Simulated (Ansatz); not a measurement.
F$_{3}$H$_{2}$NSi···H$_{2}$···HF

Input file:

```
crystal:
  periodic: [false, false, false]
  atoms:
    - { symbol: Si, position_ang: [-0.718224, 1.126924, -0.073013] }
    - { symbol: H, position_ang: [-1.263025, -1.532494, -0.344893] }
    - { symbol: F, position_ang: [-1.325129, 0.581164, -1.447145] }
    - { symbol: F, position_ang: [-1.507908, 0.545431, 1.186227] }
    - { symbol: F, position_ang: [-0.964783, 2.713127, -0.049118] }
    - { symbol: H, position_ang: [1.232895, -1.568877, 0.451912] }
    - { symbol: "N", position_ang: [0.993762, 0.685316, 0.014452] }
    - { symbol: H, position_ang: [-0.750372, -1.960596, -0.12882] }
    - { symbol: F, position_ang: [1.272348, -2.480203, 0.508585] }
    - { symbol: H, position_ang: [1.532667, 1.138529, 0.75091] }
    - { symbol: H, position_ang: [1.49777, 0.751678, -0.868897] }
basis:
  gaussian: { orbitals: def2-SVP }
hamiltonian:
  xc: b3lyp
  dispersion: d4
relax:
  f_tol: 0.03
  max_steps: 50
output:
  orbitals: {}
```

Launched as:

```sh
ansatz run input.yaml --threads 2 --pin off --max-ram 3072MiB --backend cpu --events-out ev --progress --plain --runs-dir out
```

The fields are those of the relaxed geometry.

Computed with RKS B3LYP-D4/def2-SVP (Ansatz 0.2.0).

> What can the converged electron density and electron localisation function tell about the bonding?

N7···H6 (1.77 Å): the density falls to about 0.3 e/Å³ on the way; the ELF dips to about 0.20 between them (a closed-shell contact with the geometry of a hydrogen bond).
Si–F (1.60 Å): the density is about 1 e/Å³ at the midpoint; the ELF peaks at about 0.85 in the valence shell of F, 0.6 Å from its nucleus, and is about 0.35 at the midpoint.
Si–N (1.72 Å): ρ is about 1.1 e/Å³ halfway; the ELF peaks at about 0.95 between the atoms (a shared but strongly polarised pair).
F–H (0.95 Å): the density is about 4.5 e/Å³ at the midpoint; the ELF climbs to about 0.95 towards the hydrogen, as it does in any bond to H: a covalent bond by its length.

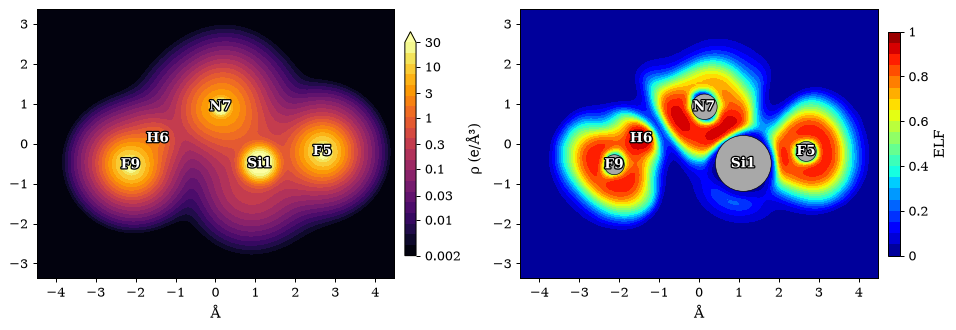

Computed electron density and electron localisation function on the plane of atoms F5, Si1 and N7, in this order. Grey discs cover the atomic cores in the ELF map. 
